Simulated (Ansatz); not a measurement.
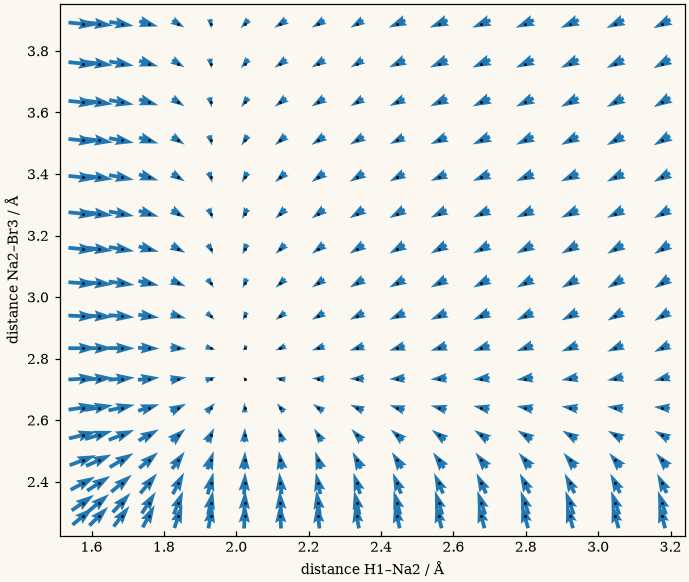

The system H⁻ + NaBr. 
- First axis: distance H1–Na2. Second axis: distance Na2–Br3.
- Nothing is relaxed (the angle H1–Na2–Br3 is fixed at 100 degrees).
- Grid: 17 × 17 points.
- The reference is spin-restricted, so regions where a bond is pulled apart into radicals lie too high.
- All numbers below come from RKS PBE0-D4/def2-SVPD in Ansatz.

The picture shows dots at the grid points, arrows along the force (downhill), their lengths compressed.

> The arrows alone are given. Where is the energy lowest?

The arrows converge at about distance H1–Na2 = 2.007 Å, distance Na2–Br3 = 2.771 Å (read from the interpolated surface).

The energy map of the same scan:

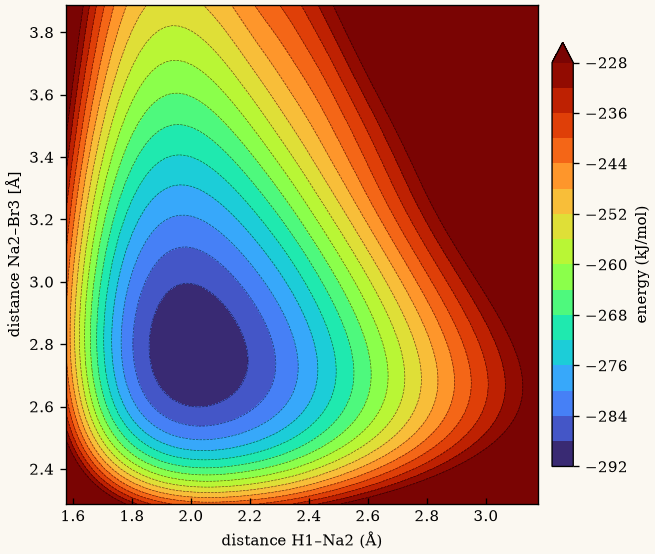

Energies are in kJ/mol, from H with charge -1 far from the relaxed NaBr (each part in its own basis); between grid points the surface is interpolated.
